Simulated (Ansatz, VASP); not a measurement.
# ZnS (Sphalerite) in two plane-wave programs, part 2 of 2

One calculation is typed for both programs; each brings its own data sets. How far apart do they land? The cell is taken from a series of VASP runs on this material, whose earlier steps may have relaxed, scaled or displaced it; both programs get it as it stands. Valence electrons are named where the data sets of a main pair hold unlike numbers.

VASP 6.6.1 and Ansatz 0.2.0.

So far: The starting structure; Ansatz: band structure, r2SCAN-EpsX with an exact-exchange share of 0.161.

**3. VASP: band structure, r2SCAN-EpsX with an exact-exchange share of 0.161**

Level of this step: r2SCAN-EpsX, exact-exchange share 1/6.213; plane waves and PAW (Zn, S) (VASP).

The same cell, functional, mesh and smearing now go to VASP, with its own data sets.

Lines of VASP's logs that name or quote its potential files are left out, and so is its time.

The run reads the wave functions of an earlier VASP run, which isn't shown here.

Contents of INCAR:

```
SYSTEM = ZnS
PREC = Accurate
ENCUT = 350
EDIFF = 1E-06
NELM = 100
ISMEAR = 0
SIGMA = 0.03
LREAL = .FALSE.
ALGO = Normal
LHFCALC = .TRUE.
AEXX = 0.161
METAGGA = R2SCAN
LASPH = .TRUE.
NBANDS = 15
PRECFOCK = Fast
HFRCUT = -1
LORBIT = 11
LWAVE = .FALSE.
LCHARG = .FALSE.
KPAR = 4
```

Contents of POSCAR:

```
ZnS
1.0
    0.0000000000      2.7046500000      2.7046500000
    2.7046500000      0.0000000000      2.7046500000
    2.7046500000      2.7046500000      0.0000000000
Zn S
1 1
Direct
    0.0000000000      0.0000000000      0.0000000000
    0.7500000000      0.7500000000      0.7500000000
```

Contents of KPOINTS:

```
Automatic mesh
0
Gamma
5 5 5
0 0 0
```

Contents of KPOINTS_OPT:

```
Line mode
10
Line-mode
Reciprocal
  0.00000000   0.00000000   0.00000000 GAMMA
  0.50000000   0.00000000   0.50000000 X

  0.50000000   0.00000000   0.50000000 X
  0.50000000   0.25000000   0.75000000 W

  0.50000000   0.25000000   0.75000000 W
  0.37500000   0.37500000   0.75000000 K

  0.37500000   0.37500000   0.75000000 K
  0.00000000   0.00000000   0.00000000 GAMMA

  0.00000000   0.00000000   0.00000000 GAMMA
  0.50000000   0.50000000   0.50000000 L

  0.50000000   0.50000000   0.50000000 L
  0.62500000   0.25000000   0.62500000 U

  0.62500000   0.25000000   0.62500000 U
  0.50000000   0.25000000   0.75000000 W

  0.50000000   0.25000000   0.75000000 W
  0.50000000   0.50000000   0.50000000 L

  0.50000000   0.50000000   0.50000000 L
  0.37500000   0.37500000   0.75000000 K

  0.62500000   0.25000000   0.62500000 U
  0.50000000   0.00000000   0.50000000 X
```

Potentials, in the order of the species: Zn and S (PBE family, release 64).

Run with:

```console
$ mpirun -np 4 vasp_std
```

Numbers of over 12 decimals in the logs are rounded to 6 here.

The log of the run:

```text
[banner, memory and clock lines left out]
running    4 mpi-ranks, on    1 nodes
 distrk:  each k-point on    1 cores,    4 groups
 distr:  one band on    1 cores,    1 groups

 POSCAR found type information on POSCAR ZnS
 POSCAR found :  2 types and       2 ions
|                                                                             |
|               ----> ADVICE to this user running VASP <----                  |
|                                                                             |
|     You enforced a specific xc type in the INCAR file but a different       |
|     [... a line on the potential file left out ...]
|     I HOPE YOU KNOW WHAT YOU ARE DOING!                                     |
|                                                                             |

 LDA part: xc-table for (None), standard interpolation
 found WAVECAR, reading the header
 POSCAR, INCAR and KPOINTS ok, starting setup
 FFT: planning ... GRIDC
 FFT: planning ... GRID_SOFT
 FFT: planning ... GRID
 HFRCUT set to (new)   10.569673
 reading WAVECAR
 the WAVECAR file was read successfully
 initial charge from wavefunction
 entering main loop
       N       E                     dE             d eps       ncg     rms          rms(c)
DAV:   1    -0.184014373397E+02   -0.18401E+02   -0.16310E+00   386   0.304E+01    0.343E+00
DAV:   2    -0.183377093471E+02    0.63728E-01   -0.31231E-01   335   0.131E+01    0.195E+00
DAV:   3    -0.183427366983E+02   -0.50274E-02   -0.32247E-02   370   0.295E+00    0.129E+00
DAV:   4    -0.183429189869E+02   -0.18229E-03   -0.30470E-03   357   0.827E-01    0.798E-01
DAV:   5    -0.183428745257E+02    0.44461E-04   -0.51694E-04   411   0.237E-01    0.488E-01
DAV:   6    -0.183428965947E+02   -0.22069E-04   -0.11786E-04   314   0.110E-01    0.293E-01
DAV:   7    -0.183429077051E+02   -0.11110E-04   -0.99307E-06   321   0.337E-02    0.166E-01
DAV:   8    -0.183429122200E+02   -0.45149E-05   -0.39376E-06   321   0.218E-02    0.927E-02
DAV:   9    -0.183429145251E+02   -0.23051E-05   -0.15345E-06   286   0.133E-02    0.523E-02
DAV:  10    -0.183429157365E+02   -0.12114E-05   -0.74328E-07   234   0.936E-03    0.286E-02
DAV:  11    -0.183429163684E+02   -0.63191E-06   -0.32848E-07   171   0.616E-03
   1 F= -.18342916E+02 E0= -.18342916E+02  d E =-.972493E-13
 Start KPOINTS_OPT (optional k-point list driver)
k-point batch [1-10\100]
       N       E                     dE             ncg
DAV:   1     0.131455877172E+03   -0.25716E+04      300
DAV:   2    -0.819639404996E+03   -0.95110E+03      342
DAV:   3    -0.881137582609E+03   -0.61498E+02      370
DAV:   4    -0.881959234886E+03   -0.82165E+00      398
DAV:   5    -0.881967182449E+03   -0.79476E-02      405
DAV:   6    -0.881967300397E+03   -0.11795E-03      405
DAV:   7    -0.881967302737E+03   -0.23397E-05      391
DAV:   8    -0.881967302785E+03   -0.48533E-07      297
[...]
k-point batch [91-100\100]
       N       E                     dE             ncg
DAV:   1    -0.186855538432E+02   -0.58448E+04      300
DAV:   2    -0.900650937852E+03   -0.88197E+03      363
DAV:   3    -0.950038455424E+03   -0.49388E+02      363
DAV:   4    -0.950674180009E+03   -0.63572E+00      412
DAV:   5    -0.950680988016E+03   -0.68080E-02      419
DAV:   6    -0.950681093308E+03   -0.10529E-03      419
DAV:   7    -0.950681095367E+03   -0.20593E-05      405
DAV:   8    -0.950681095407E+03   -0.39234E-07      318
```

Parts of OUTCAR (step 3):

```text
ion  position               nearest neighbor table
   1  0.000  0.000  0.000-   2 2.34   2 2.34   2 2.34   2 2.34
   2  0.750  0.750  0.750-   1 2.34   1 2.34   1 2.34   1 2.34

  LATTYP: Found a face centered cubic cell.
 ALAT       =     5.4093000000

 Subroutine GETGRP returns: Found 24 space group operations
 (whereof 24 operations were pure point group operations)

The static configuration has the point symmetry T_d .

 Found     10 irreducible k-points:

   k-points           NKPTS =     10   k-points in BZ     NKDIM =    125   number of bands    NBANDS=     15

   dimension x,y,z NGX =    24 NGY =   24 NGZ =   24
   dimension x,y,z NGXF=    48 NGYF=   48 NGZF=   48

   ENCUT  =  350.0 eV  25.72 Ry    5.07 a.u.   5.83  5.83  5.83*2*pi/ulx,y,z

   NELECT =      18.0000    total number of electrons

 k-points in reciprocal lattice and weights: Automatic mesh
   0.00000000  0.00000000  0.00000000       0.008
   0.20000000  0.00000000  0.00000000       0.064
   0.40000000  0.00000000  0.00000000       0.064
   0.20000000  0.20000000  0.00000000       0.048
   0.40000000  0.20000000  0.00000000       0.192
  -0.40000000  0.20000000  0.00000000       0.192
  -0.20000000  0.20000000  0.00000000       0.096
   0.40000000  0.40000000  0.00000000       0.048
  -0.40000000  0.40000000  0.00000000       0.096
  -0.40000000  0.40000000  0.20000000       0.192

  exchange ACFDT corr.  =         0.00000000  see jH, gK, PRB 81, 115126

 average (electrostatic) potential at core
       1 -35.6234       2 -88.4327

 E-fermi :   1.3112

 k-point     1 :       0.0000    0.0000    0.0000
  band No.  band energies     occupation
    ...
      5      -5.7980      2.00000
      6      -5.7980      2.00000
      7       1.1700      2.00000
      8       1.1700      2.00000
      9       1.1700      2.00000
     10       4.9064      0.00000
     11       9.2562      0.00000
     12       9.2563      0.00000
     13       9.2563      0.00000
     14      14.7582      0.00000
    ...

 k-point     2 :       0.2000    0.0000    0.0000
  band No.  band energies     occupation
    ...
      5      -5.7989      2.00000
      6      -5.7989      2.00000
      7      -1.0789      2.00000
      8       0.8211      2.00000
      9       0.8212      2.00000
     10       6.1943      0.00000
     11       9.3797      0.00000
     12       9.7976      0.00000
     13       9.7978      0.00000
     14      13.8167      0.00000
    ...

 k-point     3 :       0.4000    0.0000    0.0000
  band No.  band energies     occupation
    ...
      5      -5.7789      2.00000
      6      -5.7788      2.00000
      7      -3.8141      2.00000
      8       0.3308      2.00000
      9       0.3308      2.00000
     10       6.1646      0.00000
     11       9.8083      0.00000
     12       9.8084      0.00000
     13      11.3929      0.00000
     14      14.8773      0.00000
    ...

  energy-cutoff  :      350.00
  volume of cell :       39.57
      direct lattice vectors                 reciprocal lattice vectors
     0.000000000  2.704650000  2.704650000    -0.184866803  0.184866803  0.184866803
     2.704650000  0.000000000  2.704650000     0.184866803 -0.184866803  0.184866803
     2.704650000  2.704650000  0.000000000     0.184866803  0.184866803 -0.184866803

 POSITION                                       TOTAL-FORCE (eV/Angst)
 -----------------------------------------------------------------------------------
      0.00000      0.00000      0.00000        -0.000000     -0.000000     -0.000000
      4.05697      4.05697      4.05697         0.000000      0.000000      0.000000
 -----------------------------------------------------------------------------------
    total drift:                               -0.000239     -0.000116     -0.000124

  FREE ENERGIE OF THE ION-ELECTRON SYSTEM (eV)
  ---------------------------------------------------
  free  energy   TOTEN  =       -18.3429163684 eV

  energy  without entropy=      -18.3429163684  energy(sigma->0) =      -18.34291637

 total charge
# of ion       s       p       d       tot
------------------------------------------
    1        0.483   0.470   9.833  10.785
    2        1.300   2.478   0.000   3.778
--------------------------------------------------
tot          1.782   2.948   9.833  14.563

[... 3 further parts left out ...]
```

The k-mesh is coarse for unscreened exact exchange, which converges slowly with it.

**4. Differences**

Known differences besides the potentials themselves: exact exchange at q = 0 is treated differently, which shows on coarse meshes; VASP keeps PBE cores, Ansatz makes them for the functional; the cutoff is 500 eV in Ansatz and 350 eV in VASP; VASP takes a coarser grid for exact exchange (PRECFOCK = Fast). Total energies have different zeros and are not compared.

Both answers:

```
                     quantity  Ansatz   VASP  difference
gap over the path points (eV)   3.737  3.736      +0.001
```

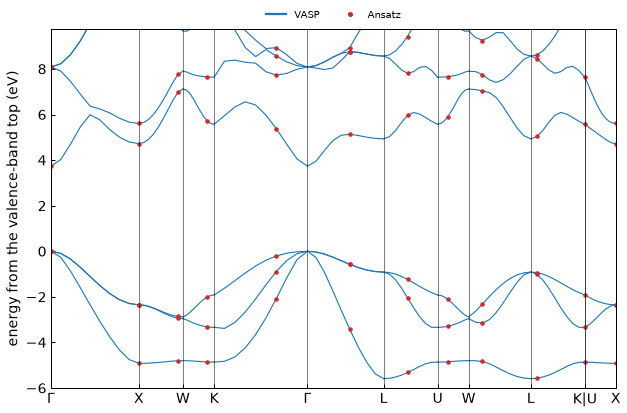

Bands from VASP (lines) and levels from Ansatz (dots). Dots without a line are higher empty bands that the VASP plot leaves out.

Levels at points of the path, from each program's valence-band top (eV; 4 filled, then empty):

```
k (reciprocal lattice)                                   Ansatz                                     VASP
     0.000 0.000 0.000      -7.04 0.00 0.00 0.00 3.74 8.08 8.08      -6.97 0.00 0.00 0.00 3.74 8.09 8.09
     0.500 0.000 0.500  -6.78 -4.92 -2.35 -2.35 4.72 5.61 13.02  -6.72 -4.92 -2.35 -2.35 4.72 5.61 13.04
     0.500 0.222 0.722   -6.62 -4.80 -2.94 -2.86 6.97 7.76 9.83   -6.55 -4.80 -2.94 -2.86 6.98 7.76 9.85
     0.403 0.347 0.750  -6.66 -4.85 -3.31 -2.00 5.73 7.64 10.90  -6.59 -4.86 -3.32 -2.01 5.73 7.65 10.93
     0.125 0.125 0.250   -7.03 -2.08 -0.89 -0.21 5.38 7.72 8.56   -6.96 -2.07 -0.89 -0.21 5.38 7.73 8.57
     0.278 0.278 0.278   -7.04 -3.43 -0.57 -0.57 5.14 8.74 8.74   -6.96 -3.43 -0.57 -0.57 5.13 8.76 8.76
     0.556 0.389 0.556   -6.76 -5.31 -2.05 -1.24 5.97 7.80 9.42   -6.70 -5.32 -2.05 -1.24 5.97 7.81 9.44
     0.583 0.250 0.667  -6.65 -4.84 -3.29 -2.11 5.91 7.66 10.65  -6.58 -4.85 -3.29 -2.11 5.91 7.66 10.68
     0.500 0.306 0.694   -6.65 -4.83 -3.15 -2.31 7.03 7.75 9.25   -6.58 -4.84 -3.15 -2.31 7.04 7.75 9.27
     0.486 0.486 0.528   -6.81 -5.56 -1.00 -0.93 5.04 8.45 8.61   -6.74 -5.57 -1.00 -0.94 5.04 8.46 8.62
```

Among the levels compared at these points, filled levels agree within 72 meV and empty ones within 36 meV.

**5. Outcome**

- largest difference of a filled level at the path points (band structure, r2SCAN-EpsX with an exact-exchange share of 0.161): 72 meV

The largest difference of a filled level at the path points is 72 meV (band structure, r2SCAN-EpsX with an exact-exchange share of 0.161), within the 80 meV picked in this series as the mark of a large difference. How closely two codes agree says nothing of how well the functional describes the real material.

[Lines on the potential files, build, host, timing and source positions are cut from VASP's logs without a mark.]

[Logs are printed without paths, hosts, clocks, repeated set-up lines and the standing remarks that a program may print on its own settings, such as how far it seeks lower states.]

[Hosts, paths, dates, database ids (printed as entryN), source tags and the programs' standing remarks are cut or masked in the printed files.]
